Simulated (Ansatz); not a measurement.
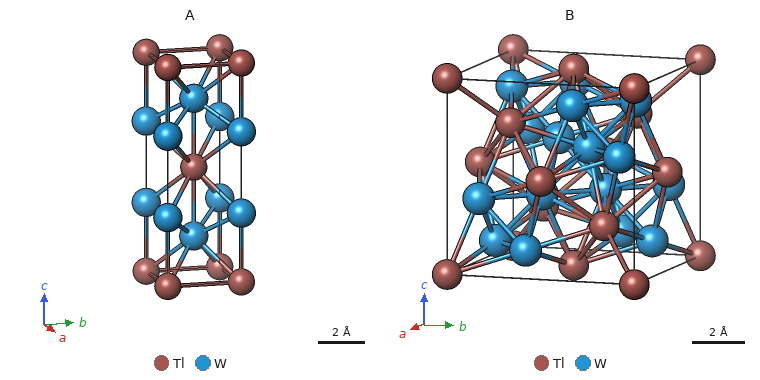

Two structures of TlW2, each relaxed to rest (conventional cells in solid outline, small ones repeated, not to one scale). Method: DFT PBE, scalar-relativistic, plane waves, PAW in Ansatz 0.2.0, without spin polarisation.

**What structure does each panel show?**

A: 6 atoms a cell on a body-centred tetragonal lattice, I4/mmm. B: cubic Laves phase (C15, MgCu₂ type), Fd-3m.

**What is the energy order of the two?**

A is lower, by 150 meV/atom at this level of theory (energies at zero smearing). Volumes: A 18.4, B 19.2 Å³/atom.

One or both may be structure types tried for this composition rather than known phases.
